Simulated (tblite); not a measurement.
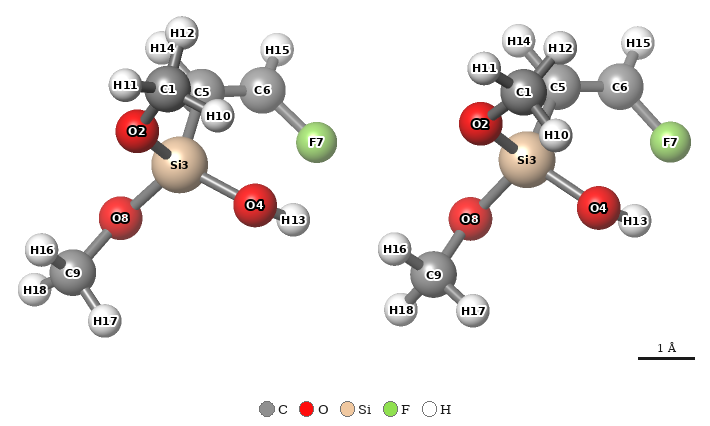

Two geometries of C$_{4}$H$_{9}$FO$_{3}$Si, drawn at one scale. One is the start of a relaxation, the other its converged end. Style: ball-and-stick. Shown from a free direction.

Theory: tblite 0.8.0, GFN2-xTB geometry optimisation, gas phase. 

### Which geometry has the lower energy?

The left one is the relaxed one. H12 moves most after the best rigid fit: 0.51 Å. By element the largest moves are H 0.51 Å, O 0.28 Å, Si 0.20 Å, C 0.14 Å, F 0.03 Å. Some distances before and after: Si3–C5 1.820 → 1.890 Å, O2–Si3 1.667 → 1.623 Å, Si3–O8 1.663 → 1.619 Å, C1–O2 1.427 → 1.402 Å. Bond angles that change, for instance: C1–O2–Si3 117.6° → 128.2°, Si3–O8–C9 118.5° → 128.8°, O4–Si3–O8 107.5° → 116.0°. The energy falls by 6.84 kcal/mol in 96 geometry steps.
